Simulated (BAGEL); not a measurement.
# One shape, several levels: AlH3S (SMILES [AlH2][SH])

We compute a comparison of 3 runs (HF/6-31G*, HF/def2-TZVP, FCI/STO-3G) of AlH3S. 

The calculation is run with BAGEL 1.2.2.

9 further runs of the same task are left out: 9 set aside as unsound or not needed. Runs told in other sessions of the task aren't counted.

## 1. The system as given

AlH3S has 5 atoms, charge 0, and is taken as a singlet. SMILES: `[AlH2][SH]`. The Al1–H3 distance was set to 3.473 Å, away from the relaxed value. At this shape a bond of the SMILES string is far longer than usual.

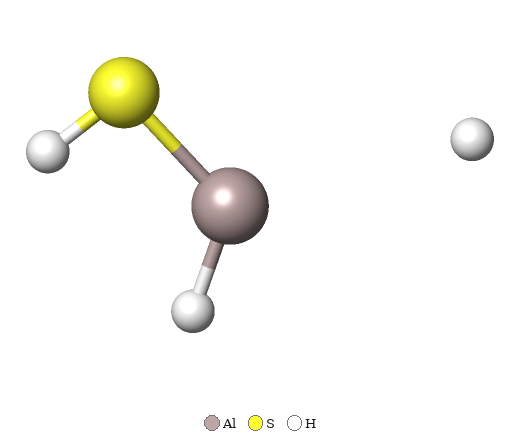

Viewed from a chosen angle; aluminium light grey, sulfur yellow, hydrogen white.

## 2. The energy at HF/6-31G(d) (density fitting with qzvpp-jkfit, spherical functions) (run 1)

Input file calc.json:

```json
{ "bagel": [

{
  "title": "molecule",
  "basis": "6-31gs.json",
  "df_basis": "qzvpp-jkfit",
  "angstrom": true,
  "geometry": [
    { "atom": "Al", "xyz": [       1.022579,       0.638862,      -0.821044 ] },
    { "atom": "S", "xyz": [       2.767779,       0.359962,       0.457256 ] },
    { "atom": "H", "xyz": [      -1.981700,      -0.650100,       0.351100 ] },
    { "atom": "H", "xyz": [       1.197579,       1.399062,      -2.195744 ] },
    { "atom": "H", "xyz": [       3.598379,       0.990862,      -0.390344 ] }
  ]
},

{ "title": "hf" },

{ "title": "print", "file": "orbitals.molden", "orbitals": true }

]}
```

The basis set 6-31G* is read from a file made from the Basis Set Exchange's data (not shown).

Started as:

```sh
BAGEL_NUM_THREADS=1 BAGEL calc.json > calc.out
```

The log of the run:

```text
* using 1 threads per process

  ===============================================================
  ===============================================================

  *** Geometry ***

  { "atom" : "Al", "xyz" : [      1.932394,      1.207274,     -1.551548 ] },
  { "atom" : "S", "xyz" : [      5.230344,      0.680230,      0.864089 ] },
  { "atom" : "H", "xyz" : [     -3.744870,     -1.228511,      0.663483 ] },
  { "atom" : "H", "xyz" : [      2.263096,      2.643844,     -4.149355 ] },
  { "atom" : "H", "xyz" : [      6.799951,      1.872458,     -0.737643 ] },

  Number of auxiliary basis functions:      310

  Since a DF basis is specified, we compute 2- and 3-index integrals:
    o Being stored without compression. Storage requirement is 0.004 GB

  Number of basis functions:       42
  Number of electrons      :       32

    * METHOD: MOLECULE                             0.08

  *** RHF ***

  === Nuclear Repulsion ===
    70.4330475124

      * DIIS with orbital gradients will be used.

  === RHF iteration (6-31gs.json) ===
      0       -640.92530042          0.01400336           0.01
      1       -640.99211616          0.00614392           0.01
      2       -641.00419096          0.00172053           0.01
      3       -641.00529995          0.00033816           0.02
      4       -641.00534278          0.00006566           0.01
      5       -641.00534500          0.00001266           0.01
      6       -641.00534510          0.00000373           0.01
      7       -641.00534511          0.00000111           0.01
      8       -641.00534511          0.00000032           0.01
      9       -641.00534511          0.00000011           0.01
     10       -641.00534511          0.00000004           0.01
     11       -641.00534511          0.00000001           0.01
     12       -641.00534511          0.00000000           0.01
    * SCF iteration converged.

    * Permanent dipole moment:
           (   -1.186415,    -0.765412,     0.951628) a.u.

    * METHOD: HF                                   0.24

    * METHOD: PRINT                                0.01

  ===============================================================
```

Wall time 0.46 s (1 thread of Arm Neoverse V1, shared host).

## 3. The energy at HF/def2-TZVP (density fitting with qzvpp-jkfit) (run 2)

Input file input.json:

```json
{ "bagel" : [

{
  "title" : "molecule",
  "basis" : "def2-tzvp.json",
  "df_basis" : "qzvpp-jkfit",
  "angstrom" : true,
  "geometry" : [
    { "atom" : "Al", "xyz" : [    1.022579,    0.638862,   -0.821044 ] },
    { "atom" : "S", "xyz" : [    2.767779,    0.359962,    0.457256 ] },
    { "atom" : "H", "xyz" : [   -1.981700,   -0.650100,    0.351100 ] },
    { "atom" : "H", "xyz" : [    1.197579,    1.399062,   -2.195744 ] },
    { "atom" : "H", "xyz" : [    3.598379,    0.990862,   -0.390344 ] }
  ]
},
{
  "title" : "hf"
},
{
  "title" : "print",
  "file" : "orbitals.molden",
  "orbitals" : true
}

]}
```

The basis set def2-TZVP is read from a file made from the Basis Set Exchange's data (not shown).

Started as:

```sh
BAGEL_NUM_THREADS=1 BAGEL input.json > input.out
```

The log of the run:

```text
* using 1 threads per process

  ===============================================================
  ===============================================================

  *** Geometry ***

  { "atom" : "Al", "xyz" : [      1.932394,      1.207274,     -1.551548 ] },
  { "atom" : "S", "xyz" : [      5.230344,      0.680230,      0.864089 ] },
  { "atom" : "H", "xyz" : [     -3.744870,     -1.228511,      0.663483 ] },
  { "atom" : "H", "xyz" : [      2.263096,      2.643844,     -4.149355 ] },
  { "atom" : "H", "xyz" : [      6.799951,      1.872458,     -0.737643 ] },

  Number of auxiliary basis functions:      310

  Since a DF basis is specified, we compute 2- and 3-index integrals:
    o Being stored without compression. Storage requirement is 0.021 GB

  Number of basis functions:       92
  Number of electrons      :       32

    * METHOD: MOLECULE                             0.11

  *** RHF ***

  === Nuclear Repulsion ===
    70.4330475124

      * DIIS with orbital gradients will be used.

  === RHF iteration (def2-tzvp.json) ===
      0       -640.98202690          0.01049322           0.04
      1       -641.05565512          0.00503291           0.04
      2       -641.06991696          0.00133867           0.03
      3       -641.07132215          0.00031357           0.03
      4       -641.07139806          0.00007741           0.03
      5       -641.07140301          0.00002172           0.03
      6       -641.07140343          0.00000496           0.03
      7       -641.07140345          0.00000151           0.03
      8       -641.07140345          0.00000040           0.04
      9       -641.07140345          0.00000015           0.04
     10       -641.07140345          0.00000005           0.04
     11       -641.07140345          0.00000001           0.04
     12       -641.07140345          0.00000000           0.04
    * SCF iteration converged.

    * Permanent dipole moment:
           (   -1.643491,    -0.846742,     0.911134) a.u.

    * METHOD: HF                                   0.58

    * METHOD: PRINT                                0.02

  ===============================================================
```

Wall time 0.85 s (1 thread of Arm Neoverse V1, shared host).

## 4. The energy at FCI/STO-3G (density fitting with qzvpp-jkfit) (run 3)

Changes to input.json since step 3:

```diff
@@ -4,3 +4,3 @@
   "title" : "molecule",
-  "basis" : "def2-tzvp.json",
+  "basis" : "sto-3g",
   "df_basis" : "qzvpp-jkfit",
@@ -19,5 +19,5 @@
 {
-  "title" : "print",
-  "file" : "orbitals.molden",
-  "orbitals" : true
+  "title" : "fci",
+  "nstate" : 1,
+  "ncore" : 10
 }
```

Started as:

```sh
BAGEL_NUM_THREADS=1 BAGEL input.json > input.out
```

The log of the run:

```text
* using 1 threads per process

  ===============================================================
  ===============================================================

  *** Geometry ***

  { "atom" : "Al", "xyz" : [      1.932394,      1.207274,     -1.551548 ] },
  { "atom" : "S", "xyz" : [      5.230344,      0.680230,      0.864089 ] },
  { "atom" : "H", "xyz" : [     -3.744870,     -1.228511,      0.663483 ] },
  { "atom" : "H", "xyz" : [      2.263096,      2.643844,     -4.149355 ] },
  { "atom" : "H", "xyz" : [      6.799951,      1.872458,     -0.737643 ] },

  Number of auxiliary basis functions:      310

  Since a DF basis is specified, we compute 2- and 3-index integrals:
    o Being stored without compression. Storage requirement is 0.001 GB

[... 18 lines left out ...]
    * SCF iteration converged.
[... 1 line left out ...]
    * Permanent dipole moment:
[... 16 lines left out ...]
  o single displacement lists (alpha)
      length:         16632
  o single displacement lists (beta)
      length:         16632

     guess   0:   closed 111111.....          open ...........

  === FCI iteration ===

      0  0      -633.61262152     7.68e-04      0.29
      1  0      -633.77784241     5.09e-04      0.29
      2  0      -633.82481542     3.12e-04      0.29
[... 16 lines of this table left out ...]
     19  0      -633.84101214     3.88e-10      0.31
    ** throwing out 1 trial vectors **
     20  0      -633.84101214     1.66e-10      0.31
    ** throwing out 1 trial vectors **
     21  0 *    -633.84101214     7.12e-11      0.30

     * ci vector, state   0, <S^2> = -0.0000
       222222.....     0.7210324680
       22222.2....    -0.5838363889
       22222ab....    -0.1893315010
       22222ba....    -0.1893315010

    * METHOD: FCI                                  6.75

  ===============================================================
```

Wall time 7.2 s (1 thread of Arm Neoverse V1, shared host); peak memory 0.33 GiB.

## 5. Overview of the runs

| run | level | number of roots | frozen core orbitals | energy (Eh) | dipole moment (D) | HOMO energy (eV) | LUMO energy (eV) | wall time |
| --- | --- | --- | --- | --- | --- | --- | --- | --- |
| 1 | HF/6-31G* (density fitting with qzvpp-jkfit, spherical functions) | – | – | -641.005345 | 4.33 | -7.62 | -0.74 | 0.46 s |
| 2 | HF/def2-TZVP (density fitting with qzvpp-jkfit) | – | – | -641.071403 | 5.24 | -7.68 | -0.89 | 0.85 s |
| 3 | FCI/STO-3G (density fitting with qzvpp-jkfit) | 1 | 10 | -633.841012 | – | – | – | 7.2 s |

## 6. What came out

| quantity | value |
| --- | --- |
| run 3: total energy | -633.84101 Eh |

In words: In run 3 the basis is minimal, so the values are rough. In runs 1, 2 a closed-shell determinant meets a far-stretched bond; if it breaks into open shells, such a determinant describes it badly, and no broken-symmetry solution was shown. All runs together took 8.5 s, the longest 7.2 s.
